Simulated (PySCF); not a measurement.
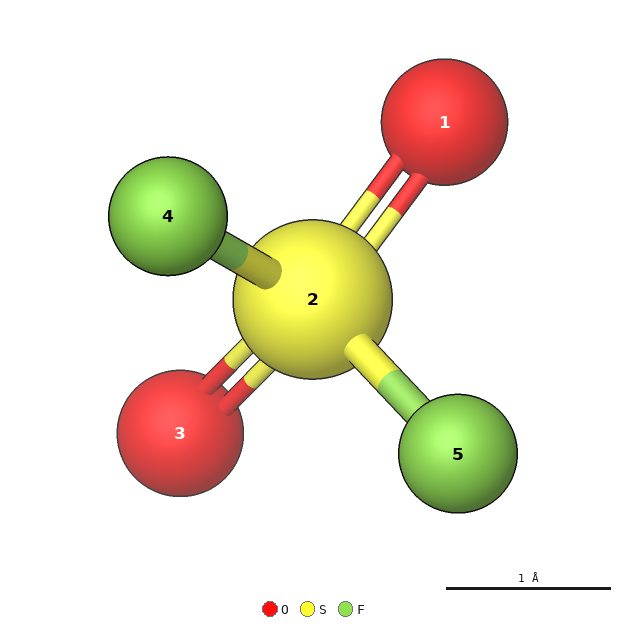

Orthographic view. Distant atoms are faded towards the background colour. Computed geometry: PBE0-D3(BJ)/def2-SVP optimisation. No frequency run is at hand to confirm it as a minimum.

Write a MOL file (V2000) with the atoms in numerical order, bonds sorted by atom number with the orders drawn, and coordinates in the frame of the picture: x right, y up, z towards the viewer, origin at the mean position.

```
SO2F2
                    3D

  5  4  0  0  0  0  0  0  0  0999 V2000
    0.8100    1.1200   -0.6000 O   0  0  0  0  0  0  0  0  0  0  0  0
   -0.0000    0.0300   -0.1600 S   0  0  0  0  0  0  0  0  0  0  0  0
   -0.8100   -0.7900   -1.0000 O   0  0  0  0  0  0  0  0  0  0  0  0
   -0.8900    0.5400    1.0300 F   0  0  0  0  0  0  0  0  0  0  0  0
    0.8900   -0.9100    0.7300 F   0  0  0  0  0  0  0  0  0  0  0  0
  1  2  2  0
  2  3  2  0
  2  4  1  0
  2  5  1  0
M  END
```
